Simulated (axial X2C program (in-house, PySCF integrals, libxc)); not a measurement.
**Run report: ScSi⁺, relativistic diatomic calculation**

- system: ScSi⁺, single determinant with Ω = 1.
- method: HF, two-component X2C with atomic mean-field Coulomb and Gaunt terms, Sc dyall-cv3z, Si dyall-v3z (cores contracted) (axial X2C program (in-house, PySCF integrals, libxc))

## The input
```
{"zs": [21, 14], "q": 1, "bas": ["dyall-cv3z", "dyall-v3z"], "levels": ["PBE0", "HF", "PBE50"], "cc": true, "r0": 2.64, "thr": -2.0, "nmax": 90, "npts": 10, "nst": 2, "ntry": 6}
```

The line is the task of a batch: nuclear charges, charge, bases, the levels to run, a first guess of the distance and further settings. This report covers HF with spin-orbit coupling. The log is that of the reference distance 2.502 Å.

The run was one of a batch that the task file lists, launched with:
```bash
python <driver script> task.json out
```

## The program's output
```
two-component X2C + atomic mean field  HF
basis functions 177  fitting functions 985  grid points 5082
iter        total energy     max residual
   1      -1052.319460322     1.31e-01
   2      -1052.339802379     7.34e-03
   3      -1052.342855256     5.38e-03
   4      -1052.344009911     2.78e-03
   5      -1052.344764261     2.08e-03
   6      -1052.345206356     1.54e-03
   7      -1052.345407864     1.04e-03
   8      -1052.345546890     7.87e-04
   9      -1052.345613280     7.29e-04
  10      -1052.345660823     6.98e-04
  11      -1052.345663361     6.73e-04
  12      -1052.345661121     6.61e-04
  13      -1052.345621077     6.01e-04
  14      -1052.345578695     5.05e-04
  15      -1052.345515750     4.40e-04
  16      -1052.345495741     4.25e-04
  17      -1052.345489669     4.47e-04
  18      -1052.345493506     4.56e-04
  19      -1052.345497521     4.63e-04
  20      -1052.345501470     4.73e-04
  21      -1052.345499412     4.64e-04
  22      -1052.345501158     4.77e-04
  23      -1052.345501363     4.79e-04
  24      -1052.345505786     4.85e-04
  25      -1052.345505973     4.80e-04
  26      -1052.345491141     4.24e-04
  27      -1052.345486092     4.24e-04
  28      -1052.345475270     4.10e-04
  29      -1052.345471335     4.07e-04
  30      -1052.345467586     3.99e-04
  31      -1052.345473875     4.12e-04
  32      -1052.345473612     4.09e-04
  33      -1052.345473889     4.13e-04
  34      -1052.345469585     4.07e-04
  35      -1052.345464985     4.02e-04
  36      -1052.345455018     3.84e-04
  37      -1052.345441612     3.68e-04
  38      -1052.345430183     3.33e-04
  39      -1052.345428009     3.29e-04
  40      -1052.345427750     3.65e-04
  41      -1052.345429396     3.78e-04
  42      -1052.345430356     4.05e-04
  43      -1052.345429771     4.14e-04
  44      -1052.345428465     4.13e-04
  45      -1052.345432437     4.29e-04
  46      -1052.345435637     4.32e-04
  47      -1052.345426501     3.57e-04
  48      -1052.345418631     3.27e-04
  49      -1052.345411202     3.27e-04
  50      -1052.345406673     3.15e-04
  51      -1052.345396647     3.10e-04
  52      -1052.345392507     2.99e-04
  53      -1052.345392230     2.78e-04
  54      -1052.345394944     2.79e-04
  55      -1052.345396026     2.81e-04
  56      -1052.345392859     2.82e-04
  57      -1052.345389551     2.72e-04
  58      -1052.345388115     2.71e-04
  59      -1052.345386847     2.68e-04
  60      -1052.345386609     2.65e-04
  61      -1052.345386289     2.59e-04
  62      -1052.345383471     2.35e-04
  63      -1052.345382259     2.35e-04
  64      -1052.345377598     1.81e-04
  65      -1052.345373053     1.69e-04
  66      -1052.345371723     1.75e-04
  67      -1052.345371743     1.98e-04
  68      -1052.345372410     2.12e-04
  69      -1052.345369068     2.01e-04
  70      -1052.345366894     1.92e-04
  71      -1052.345365649     1.87e-04
  72      -1052.345365423     1.84e-04
  73      -1052.345366005     1.87e-04
  74      -1052.345366282     1.89e-04
  75      -1052.345366420     1.90e-04
  76      -1052.345366918     1.94e-04
  77      -1052.345366503     1.90e-04
  78      -1052.345366290     1.87e-04
  79      -1052.345366454     1.88e-04
  80      -1052.345366396     1.88e-04
NOT converged
one-electron -1562.44545620  Coulomb 506.60842731  exact exchange -58.48993478  xc functional 0.00000000  nuclear repulsion 62.18149481  atomic mean-field constant -0.19989754
```

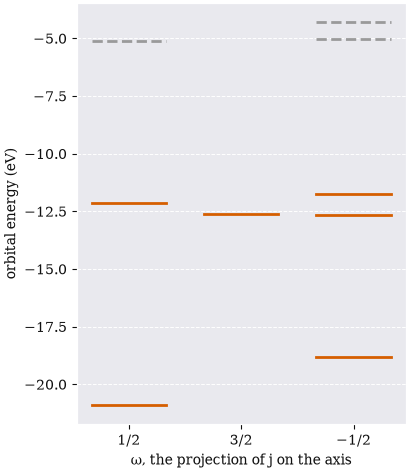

*Orbital energies near the frontier at 2.50 Å, filled (solid) and empty (dashed).*

The highest filled spinor (−1/2; 60 % Si p, 20 % Sc s) lies at −11.74 eV, the lowest empty one (1/2; 46 % Sc s, 31 % Sc p) at −5.11 eV.

## What the run reported

| quantity | value |
| --- | --- |
| outcome | 6 of 10 points not converged |
| hardware | 1 thread of Arm Neoverse V2, 24 GiB of memory available, shared host |
| wall time | 20 s |
| peak memory | 0.88 GiB |

## Diagnosis

6 of the 10 points of the curve did not converge at the level reported and have no energy. The log shown is that of a point that failed. The curve is incomplete. Hartree–Fock lacks correlation, so it usually binds too weakly.
